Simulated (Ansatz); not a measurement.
In doubt: masses and optical values from hybrid runs of this build are listed as unsure (in some of the runs), which bears on the screening that GW takes from such a start.

The crystal is CdTe (F-43m).

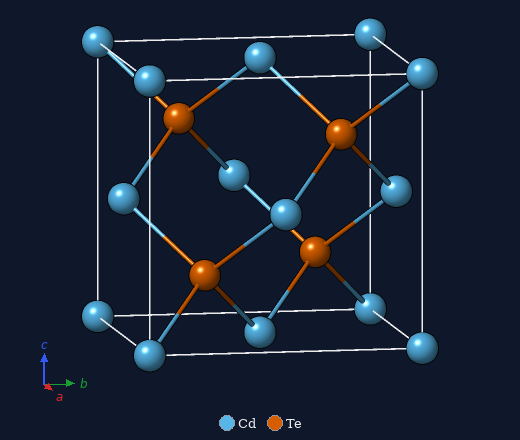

The structure (cadmium blue, tellurium orange). Bonds to atoms that aren't drawn are left out. Some periodic images of atoms are drawn too.

```xyz
2
Lattice="0.0000 3.2400 3.2400 3.2400 0.0000 3.2400 3.2400 3.2400 0.0000" Properties=species:S:1:pos:R:3 pbc="T T T"
Cd    0.0000    0.0000    0.0000
Te    1.6200    1.6200    1.6200
```

The cell and positions come from the Crystallography Open Database and are kept as given unless a step says otherwise. Spin-orbit coupling is left out unless a run names it.

Gaps computed with Ansatz 0.2.0 without a self-energy: HSE06 1.65 eV.

**Question.** Estimate the G0W0@HSE06 gap with 6×6×6 mesh, 610 empty bands, screening to 250 eV, hard PAW files.

About 1.95 eV: on its mesh the run moves the gap from 1.63 eV by +0.32 eV. Bands and cutoff are finite, so the gap is not at the basis limit. The miss can reach some tenths of an eV and take either sign; the mesh is an error of its own. The many-body steps are scalar-relativistic: spin-orbit coupling is not in them.

[Paths, hosts, dates, memory and timing lines, banners, echoed tables and standing remarks are left out of the program output.]

[Logs are printed without paths, hosts, clocks, repeated set-up lines and the standing remarks that a program may print on its own settings, such as how far it seeks lower states.]

[Runs of the session that timed out or met a known fault of the program may be left out.]

[Cells called generated may have been cut or substituted from an entry of the Crystallography Open Database or the Materials Project.]

[Hosts, paths, dates, database ids (printed as entryN), source tags and the programs' standing remarks are cut or masked in the printed files.]
